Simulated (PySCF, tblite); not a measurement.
# C3H8FNSi: a rotation path, then NMR shifts on frames, part 2 of 2

tblite 0.8.0 and PySCF 2.14.0. Atoms count from 0. The steps go on from the part before.

### Step 5. NMR shieldings: image 5, PBE0/pcSseg-1

The job: settings as JSON, then the geometry in Å.

```
{"job": {"kind": "nmr", "xc": "PBE0", "basis": "pcSseg-1", "pop": false}, "charge": 0, "multiplicity": 1}
F     -2.680300    -0.562700     1.191900
C     -1.860200     0.402000     0.655500
C     -1.386500    -0.015900    -0.735000
C      0.097200    -0.211300    -0.820800
N      0.862800    -0.021400     0.146100
Si     2.559300    -0.149800     0.390600
H     -2.442300     1.327800     0.642800
H     -1.000100     0.501500     1.324300
H     -1.675900     0.716200    -1.492300
H     -1.870000    -0.959400    -1.005500
H      0.441700    -0.531700    -1.814200
H      2.912900     1.181000     0.874400
H      3.357000    -0.495900    -0.793600
H      2.683700    -1.180800     1.413700
```

Method: GIAO PBE0/pcSseg-1 NMR shielding, non-relativistic, gas phase.

What it wrote:

```text
coarse grid: 11992 points
cycle   1  E = -562.6233693634  dE =  5.462e-01  |g| = 5.838e-01  |ddm| = 3.241e+00
cycle   2  E = -562.5254044688  dE =  9.796e-02  |g| = 9.224e-01  |ddm| = 1.257e+00
cycle   3  E = -562.6862745603  dE = -1.609e-01  |g| = 1.269e-01  |ddm| = 8.779e-01
cycle   4  E = -562.6893699697  dE = -3.095e-03  |g| = 4.774e-02  |ddm| = 1.209e-01
cycle   5  E = -562.6898001022  dE = -4.301e-04  |g| = 9.587e-03  |ddm| = 3.901e-02
cycle   6  E = -562.6898154873  dE = -1.539e-05  |g| = 3.397e-03  |ddm| = 8.863e-03
cycle   7  E = -562.6898179662  dE = -2.479e-06  |g| = 4.083e-04  |ddm| = 2.999e-03
final grid: 111128 points
cycle   8  E = -562.7301009319  dE = -2.920e-05  |g| = 7.144e-03  |ddm| = 2.201e-02
cycle   9  E = -562.7300934173  dE =  7.515e-06  |g| = 9.557e-03  |ddm| = 1.405e-02
cycle  10  E = -562.7301125579  dE = -1.914e-05  |g| = 9.978e-04  |ddm| = 7.906e-03
cycle  11  E = -562.7301127239  dE = -1.660e-07  |g| = 3.803e-04  |ddm| = 9.747e-04
cycle  12  E = -562.7301127523  dE = -2.838e-08  |g| = 1.285e-04  |ddm| = 3.461e-04
cycle  13  E = -562.7301127551  dE = -2.850e-09  |g| = 2.978e-05  |ddm| = 1.060e-04
cycle  14  E = -562.7301127553  dE = -1.612e-10  |g| = 5.636e-06  |ddm| = 3.226e-05
converged SCF energy = -562.7301127553

GIAO shielding tensors (ppm)
atom      isotropic    diamagn.    paramagn.     s11        s22        s33       span
  0 F      417.987     469.857     -51.870    353.038    410.730    490.192    137.154
  1 C      109.939     242.596    -132.657     71.701     83.111    175.005    103.304
  2 C      139.619     252.903    -113.284    108.078    140.988    169.790     61.712
  3 C        9.585     251.848    -242.263    -87.451     -3.647    119.853    207.304
  4 N      -95.228     330.112    -425.340   -446.897   -129.807    291.020    737.918
  5 Si     406.733     880.344    -473.611    356.954    398.342    464.904    107.951
  6 H       27.102      28.272      -1.170     23.078     27.179     31.049      7.972
  7 H       25.304      29.258      -3.954     20.676     24.671     30.565      9.889
  8 H       28.872      30.097      -1.224     25.434     28.126     33.056      7.622
  9 H       28.935      29.910      -0.974     26.054     28.629     32.123      6.069
 10 H       22.906      30.593      -7.687     20.737     23.732     24.250      3.513
 11 H       26.621      29.215      -2.595     23.687     25.746     30.429      6.742
 12 H       26.770      28.816      -2.046     24.021     25.004     31.284      7.263
 13 H       26.642      29.211      -2.569     23.832     25.654     30.440      6.607
```

Run time: 30 s. Hardware: 1 thread of AMD EPYC, shared host; peak memory 0.73 GiB.

Key values: δ C3 177.3, C1 77.0, C2 47.3, F0 -247.0, H10 8.81, H7 6.41 ppm.

### Step 6. Shielding tensors: image 6, PBE0/pcSseg-1

The job: settings as JSON, then the geometry in Å.

```
{"job": {"kind": "nmr", "xc": "PBE0", "basis": "pcSseg-1", "pop": false}, "charge": 0, "multiplicity": 1}
F     -2.464600    -0.646400     1.277600
C     -1.862100     0.416200     0.647300
C     -1.386700     0.005900    -0.743900
C      0.095500    -0.206800    -0.824200
N      0.857800    -0.025600     0.146600
Si     2.550400    -0.178100     0.401600
H     -2.606500     1.217200     0.615200
H     -1.006700     0.709000     1.262900
H     -1.661700     0.757000    -1.487600
H     -1.883400    -0.925500    -1.031300
H      0.441800    -0.526000    -1.817700
H      2.919300     1.145800     0.893600
H      3.349100    -0.527000    -0.781300
H      2.657200    -1.216100     1.419100
```

With the program's defaults for keys left out, this is: GIAO PBE0/pcSseg-1 NMR shielding, non-relativistic, gas phase.

What it wrote:

```text
coarse grid: 11992 points
cycle   1  E = -562.6232522439  dE =  5.472e-01  |g| = 5.858e-01  |ddm| = 3.244e+00
cycle   2  E = -562.5231955006  dE =  1.001e-01  |g| = 9.293e-01  |ddm| = 1.287e+00
cycle   3  E = -562.6868867674  dE = -1.637e-01  |g| = 1.267e-01  |ddm| = 9.020e-01
cycle   4  E = -562.6899560960  dE = -3.069e-03  |g| = 4.833e-02  |ddm| = 1.215e-01
cycle   5  E = -562.6903983709  dE = -4.423e-04  |g| = 9.569e-03  |ddm| = 3.962e-02
cycle   6  E = -562.6904136564  dE = -1.529e-05  |g| = 3.414e-03  |ddm| = 8.759e-03
cycle   7  E = -562.6904161501  dE = -2.494e-06  |g| = 4.051e-04  |ddm| = 2.982e-03
final grid: 111128 points
cycle   8  E = -562.7305921784  dE = -2.872e-05  |g| = 6.974e-03  |ddm| = 2.315e-02
cycle   9  E = -562.7305854534  dE =  6.725e-06  |g| = 9.161e-03  |ddm| = 1.399e-02
cycle  10  E = -562.7306035155  dE = -1.806e-05  |g| = 9.938e-04  |ddm| = 7.805e-03
cycle  11  E = -562.7306036793  dE = -1.639e-07  |g| = 3.631e-04  |ddm| = 9.597e-04
cycle  12  E = -562.7306037047  dE = -2.534e-08  |g| = 1.299e-04  |ddm| = 3.387e-04
cycle  13  E = -562.7306037076  dE = -2.945e-09  |g| = 2.964e-05  |ddm| = 1.061e-04
cycle  14  E = -562.7306037078  dE = -1.592e-10  |g| = 5.672e-06  |ddm| = 3.206e-05
converged SCF energy = -562.7306037078

GIAO shielding tensors (ppm)
atom      isotropic    diamagn.    paramagn.     s11        s22        s33       span
  0 F      415.445     470.750     -55.305    358.094    402.281    485.960    127.865
  1 C      110.243     241.444    -131.201     72.178     83.648    174.902    102.724
  2 C      139.572     253.051    -113.479    109.289    141.592    167.834     58.546
  3 C        9.579     251.784    -242.205    -87.604     -3.412    119.754    207.357
  4 N      -95.305     330.106    -425.410   -447.569   -130.323    291.979    739.548
  5 Si     406.658     880.362    -473.703    356.857    398.193    464.925    108.068
  6 H       27.157      27.917      -0.760     22.827     27.118     31.526      8.699
  7 H       25.341      29.137      -3.796     21.581     24.914     29.528      7.948
  8 H       29.044      30.181      -1.137     25.634     28.075     33.424      7.790
  9 H       28.938      29.844      -0.906     26.091     28.562     32.161      6.070
 10 H       22.872      30.576      -7.704     20.746     23.695     24.174      3.428
 11 H       26.596      29.209      -2.613     23.664     25.715     30.410      6.747
 12 H       26.757      28.823      -2.066     23.990     24.999     31.283      7.293
 13 H       26.624      29.235      -2.611     23.805     25.654     30.414      6.609
```

Wall time 29 s (1 thread of AMD EPYC, shared host); peak memory 0.73 GiB.

In short: δ C3 177.3, C1 76.7, C2 47.4, F0 -244.5, H10 8.84, H7 6.38 ppm.

### Step 7. Shielding tensors: image 8, PBE0/pcSseg-1

The job: settings as JSON, then the geometry in Å.

```
{"job": {"kind": "nmr", "xc": "PBE0", "basis": "pcSseg-1", "pop": false}, "charge": 0, "multiplicity": 1}
F     -2.127000    -0.829100     1.285800
C     -1.883000     0.364600     0.650400
C     -1.376600     0.107500    -0.762500
C      0.088500    -0.218100    -0.813900
N      0.866800     0.037200     0.127000
Si     2.548200    -0.191900     0.402600
H     -2.832300     0.909900     0.646200
H     -1.129600     0.891700     1.241900
H     -1.543700     0.997700    -1.375200
H     -1.943500    -0.712700    -1.209200
H      0.408900    -0.678100    -1.760000
H      3.014800     1.162500     0.690800
H      3.318100    -0.766100    -0.708800
H      2.589900    -1.075600     1.562600
```

Method: GIAO PBE0/pcSseg-1 NMR shielding, non-relativistic, gas phase.

What it wrote:

```text
coarse grid: 11992 points
cycle   1  E = -562.6248607727  dE =  5.425e-01  |g| = 5.868e-01  |ddm| = 3.247e+00
cycle   2  E = -562.5228932258  dE =  1.020e-01  |g| = 9.350e-01  |ddm| = 1.333e+00
cycle   3  E = -562.6891477964  dE = -1.663e-01  |g| = 1.255e-01  |ddm| = 9.266e-01
cycle   4  E = -562.6921360340  dE = -2.988e-03  |g| = 4.953e-02  |ddm| = 1.217e-01
cycle   5  E = -562.6926030083  dE = -4.670e-04  |g| = 9.573e-03  |ddm| = 4.009e-02
cycle   6  E = -562.6926181101  dE = -1.510e-05  |g| = 3.469e-03  |ddm| = 8.911e-03
cycle   7  E = -562.6926206779  dE = -2.568e-06  |g| = 3.961e-04  |ddm| = 3.013e-03
final grid: 111128 points
cycle   8  E = -562.7328076687  dE = -2.786e-05  |g| = 7.197e-03  |ddm| = 1.950e-02
cycle   9  E = -562.7328004183  dE =  7.250e-06  |g| = 9.504e-03  |ddm| = 1.419e-02
cycle  10  E = -562.7328195485  dE = -1.913e-05  |g| = 9.475e-04  |ddm| = 8.001e-03
cycle  11  E = -562.7328196936  dE = -1.451e-07  |g| = 3.663e-04  |ddm| = 9.298e-04
cycle  12  E = -562.7328197196  dE = -2.593e-08  |g| = 1.254e-04  |ddm| = 3.340e-04
cycle  13  E = -562.7328197224  dE = -2.792e-09  |g| = 3.065e-05  |ddm| = 1.100e-04
cycle  14  E = -562.7328197225  dE = -1.755e-10  |g| = 5.533e-06  |ddm| = 3.393e-05
converged SCF energy = -562.7328197225

GIAO shielding tensors (ppm)
atom      isotropic    diamagn.    paramagn.     s11        s22        s33       span
  0 F      416.719     473.039     -56.320    370.051    406.532    473.575    103.525
  1 C      108.333     239.898    -131.565     69.200     83.598    172.201    103.001
  2 C      140.433     253.127    -112.695    116.328    140.799    164.171     47.843
  3 C        9.064     251.676    -242.612    -86.962     -5.281    119.436    206.399
  4 N     -100.878     330.000    -430.878   -462.453   -131.891    291.711    754.164
  5 Si     406.610     880.393    -473.783    356.256    397.879    465.694    109.439
  6 H       27.127      27.330      -0.203     22.672     26.878     31.830      9.158
  7 H       25.602      28.936      -3.334     22.925     25.167     28.713      5.788
  8 H       29.500      30.156      -0.657     26.587     27.797     34.114      7.527
  9 H       28.855      30.031      -1.176     26.106     28.301     32.158      6.052
 10 H       22.758      30.604      -7.846     20.573     23.695     24.007      3.434
 11 H       26.600      29.187      -2.587     23.764     25.600     30.436      6.672
 12 H       26.769      28.862      -2.093     24.034     24.997     31.276      7.242
 13 H       26.576      29.302      -2.726     23.691     25.745     30.290      6.599
```

It took 31 s on 1 thread of AMD EPYC, shared host; peak memory 0.74 GiB.

In short: δ C3 177.9, C1 78.6, C2 46.5, F0 -245.8, H10 8.96, H7 6.12 ppm.

### Step 8. Run by run: NMR shifts

Shifts (ppm) of some atoms, chosen among heavy atoms and hydrogens apart, with basis size and wall time:

```tsv
frame	C3	C1	C2	H7	H8	F0	N4	functions	time
image 0	179.1	84.5	47.3	5.14	2.84	-267.0	369.6	149	32 s
image 2	178.6	82.4	47.3	5.60	2.97	-261.8	367.9	149	31 s
image 5	177.3	77.0	47.3	6.41	2.84	-247.0	363.0	149	30 s
image 6	177.3	76.7	47.4	6.38	2.67	-244.5	363.0	149	29 s
image 8	177.9	78.6	46.5	6.12	2.22	-245.8	368.6	149	31 s
```

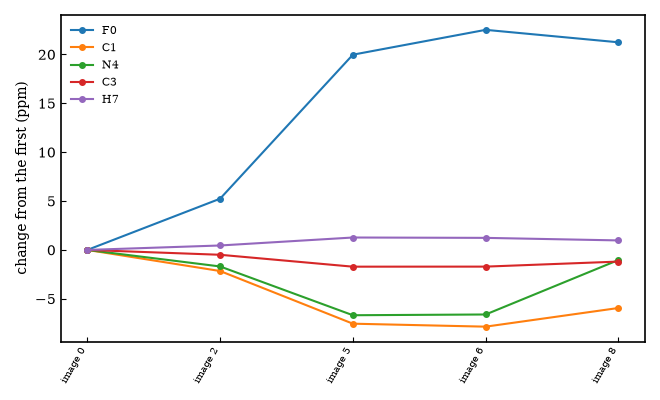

How five of the tabulated atoms move from run to run.

### Step 9. What came out

The summary covers parts 1 to 2.

```
                                         quantity                                               value
                                          barrier                  0.069 eV (1.6 kcal/mol) at image 5
                            end to end (GFN2-xTB)                                            0.052 eV
  13C shifts against TMS (PBE0/pcSseg-1, image 0)                               179.1, 84.5, 47.3 ppm
   1H shifts against TMS (PBE0/pcSseg-1, image 0)  8.84, 5.14, 5.08, 5.01, 5.00, 4.84, 2.84, 2.84 ppm
19F shifts against CFCl3 (PBE0/pcSseg-1, image 0)                                          -267.0 ppm
  15N shifts against NH3 (PBE0/pcSseg-1, image 0)                                           369.6 ppm
 29Si shifts against TMS (PBE0/pcSseg-1, image 0)                                           -57.5 ppm
                         range of the shift of F0                                -267.0 to -244.5 ppm
```

Along the band the dihedral turns by 98°, and the top (dihedral -116°) lies 1.6 kcal/mol above the start (GFN2-xTB, rough), so at room temperature this motion is fast. The top was not checked by a frequency run. Shifts at one fixed geometry are not the observed spectrum, which averages over the motion. In the first frame run (image 0): Shielding is most anisotropic at N4 (span 736 ppm, paramagnetic term -433 ppm). Across the 5 runs the shift of F0 moves most, between -267.0 (image 0) and -244.5 ppm (image 6).
